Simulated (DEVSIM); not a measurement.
Device: abrupt Si n-p junction, at 300 K.

```tsv
layer (left to right)	material	thickness (μm)	Nd (cm⁻³)	Na (cm⁻³)	τn (s)	τp (s)
1	Si	0.760	1.7e16	-	1.1e-7	1.1e-7
2	Si	0.310	-	8.3e17	1.1e-7	1.1e-7
```

Left contact: ohmic. Right contact: ohmic. Voltage is applied to the left contact. Recombination: SRH at mid-gap. Mobility is μmin + (μ − μmin)/(1 + (N/Nref)^α).

The device is made up for the run: typed textbook-type constants, with dimensions and the other settings drawn at random. Values at 300 K.

```tsv
parameter	Si
gap (eV)	1.124
affinity (eV)	4.05
permittivity	11.7
Nc (cm⁻³)	2.86e19
Nv (cm⁻³)	3.1e19
μn (cm²/Vs)	1417
μp (cm²/Vs)	470
μn,min	52
μp,min	45
Nref,n	9.7e16
Nref,p	2.2e17
αn	0.68
αp	0.72
```

DEVSIM, 1D drift-diffusion, Boltzmann statistics, complete ionisation; no tunnelling, impact ionisation, image-force lowering or self-heating.

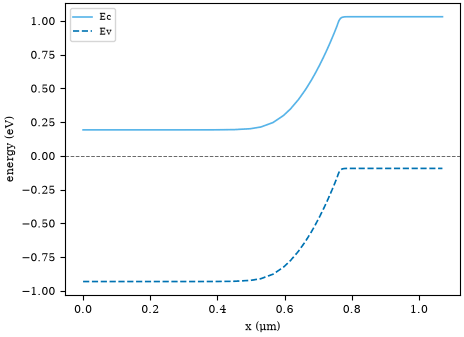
Figure: Band edges at zero bias

Energies count from the Fermi level of the right contact; mesh points crowd at the junctions.

```json
[
 {"x (μm)": "0.000", "Ec (eV)": "0.192", "Ev (eV)": "-0.932", "n (cm⁻³)": "1.7e16", "p (cm⁻³)": "6800", "field (V/cm)": "≈ 0"},
 {"x (μm)": "0.01341", "Ec (eV)": "0.192", "Ev (eV)": "-0.932", "n (cm⁻³)": "1.7e16", "p (cm⁻³)": "6800", "field (V/cm)": "≈ 0"},
 {"x (μm)": "0.03382", "Ec (eV)": "0.192", "Ev (eV)": "-0.932", "n (cm⁻³)": "1.7e16", "p (cm⁻³)": "6800", "field (V/cm)": "≈ 0"},
 {"x (μm)": "0.06489", "Ec (eV)": "0.192", "Ev (eV)": "-0.932", "n (cm⁻³)": "1.7e16", "p (cm⁻³)": "6800", "field (V/cm)": "≈ 0"},
 {"x (μm)": "0.1349", "Ec (eV)": "0.192", "Ev (eV)": "-0.932", "n (cm⁻³)": "1.7e16", "p (cm⁻³)": "6800", "field (V/cm)": "≈ 0"},
 {"x (μm)": "0.2188", "Ec (eV)": "0.192", "Ev (eV)": "-0.932", "n (cm⁻³)": "1.7e16", "p (cm⁻³)": "6800", "field (V/cm)": "≈ 0"},
 {"x (μm)": "0.3464", "Ec (eV)": "0.192", "Ev (eV)": "-0.932", "n (cm⁻³)": "1.7e16", "p (cm⁻³)": "6900", "field (V/cm)": "24"},
 {"x (μm)": "0.5291", "Ec (eV)": "0.213", "Ev (eV)": "-0.911", "n (cm⁻³)": "7.5e15", "p (cm⁻³)": "15000", "field (V/cm)": "6000"},
 {"x (μm)": "0.6171", "Ec (eV)": "0.346", "Ev (eV)": "-0.778", "n (cm⁻³)": "4.4e13", "p (cm⁻³)": "2700000", "field (V/cm)": "26000"},
 {"x (μm)": "0.6791", "Ec (eV)": "0.558", "Ev (eV)": "-0.566", "n (cm⁻³)": "1.2e10", "p (cm⁻³)": "9.5e9", "field (V/cm)": "42000"},
 {"x (μm)": "0.7157", "Ec (eV)": "0.730", "Ev (eV)": "-0.394", "n (cm⁻³)": "1.6e7", "p (cm⁻³)": "7.4e12", "field (V/cm)": "52000"},
 {"x (μm)": "0.7462", "Ec (eV)": "0.901", "Ev (eV)": "-0.223", "n (cm⁻³)": "21000", "p (cm⁻³)": "5.5e15", "field (V/cm)": "60000"},
 {"x (μm)": "0.7597", "Ec (eV)": "0.988", "Ev (eV)": "-0.136", "n (cm⁻³)": "730", "p (cm⁻³)": "1.6e17", "field (V/cm)": "73000"},
 {"x (μm)": "0.7717", "Ec (eV)": "1.027", "Ev (eV)": "-0.097", "n (cm⁻³)": "160", "p (cm⁻³)": "7.2e17", "field (V/cm)": "8300"},
 {"x (μm)": "0.7989", "Ec (eV)": "1.030", "Ev (eV)": "-0.094", "n (cm⁻³)": "140", "p (cm⁻³)": "8.3e17", "field (V/cm)": "22"},
 {"x (μm)": "0.8299", "Ec (eV)": "1.030", "Ev (eV)": "-0.094", "n (cm⁻³)": "140", "p (cm⁻³)": "8.3e17", "field (V/cm)": "≈ 0"},
 {"x (μm)": "0.8752", "Ec (eV)": "1.030", "Ev (eV)": "-0.094", "n (cm⁻³)": "140", "p (cm⁻³)": "8.3e17", "field (V/cm)": "≈ 0"},
 {"x (μm)": "0.9330", "Ec (eV)": "1.030", "Ev (eV)": "-0.094", "n (cm⁻³)": "140", "p (cm⁻³)": "8.3e17", "field (V/cm)": "≈ 0"},
 {"x (μm)": "0.9997", "Ec (eV)": "1.030", "Ev (eV)": "-0.094", "n (cm⁻³)": "140", "p (cm⁻³)": "8.3e17", "field (V/cm)": "≈ 0"},
 {"x (μm)": "1.031", "Ec (eV)": "1.030", "Ev (eV)": "-0.094", "n (cm⁻³)": "140", "p (cm⁻³)": "8.3e17", "field (V/cm)": "≈ 0"},
 {"x (μm)": "1.052", "Ec (eV)": "1.030", "Ev (eV)": "-0.094", "n (cm⁻³)": "140", "p (cm⁻³)": "8.3e17", "field (V/cm)": "≈ 0"},
 {"x (μm)": "1.070", "Ec (eV)": "1.030", "Ev (eV)": "-0.094", "n (cm⁻³)": "140", "p (cm⁻³)": "8.3e17", "field (V/cm)": "≈ 0"}
]
```
